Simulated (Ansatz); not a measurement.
Input

```
crystal:
  periodic: [false, false, false]
  atoms:
    - { symbol: Ga, position_ang: [0.153202, -0.012855, 0.281536] }
    - { symbol: H, position_ang: [0.543529, -0.63848, 1.651388] }
    - { symbol: "N", position_ang: [2.008421, 0.080126, 0.016847] }
    - { symbol: H, position_ang: [2.572855, -0.271634, 0.790675] }
    - { symbol: H, position_ang: [2.585683, 0.410558, -0.760105] }
    - { symbol: H, position_ang: [-0.972391, 0.432285, -0.689842] }
basis:
  gaussian: { orbitals: def2-SVP }
hamiltonian:
  xc: pbe
  dispersion: d4
relax:
  f_tol: 0.03
  max_steps: 50
output:
  orbitals: {}
```

Command:

```sh
ansatz run input.yaml --threads 1 --pin off --max-ram 2048MiB --backend cpu --events-out ev --progress --plain --runs-dir out
```

The fields are those of the run's last geometry, not of the input's.

Theory: RKS PBE-D4/def2-SVP in Ansatz.

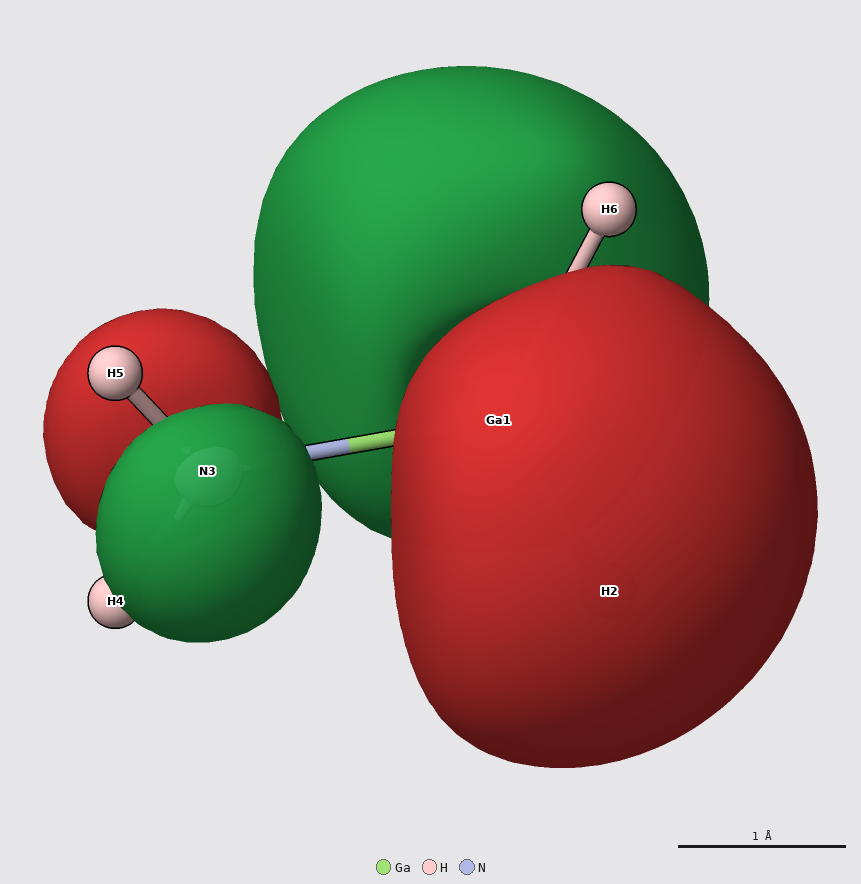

GaH4N. One frontier orbital at ±0.1 Å⁻³ᐟ² (green and red are the two phases), seen at an oblique angle.

> Which orbital is it: HOMO or LUMO?

The LUMO, at −1.36 eV. Its weight (Hirshfeld) is mainly on Ga1 (about 75 %) and N3 (about 15 %); it changes sign across the molecular plane (π type).
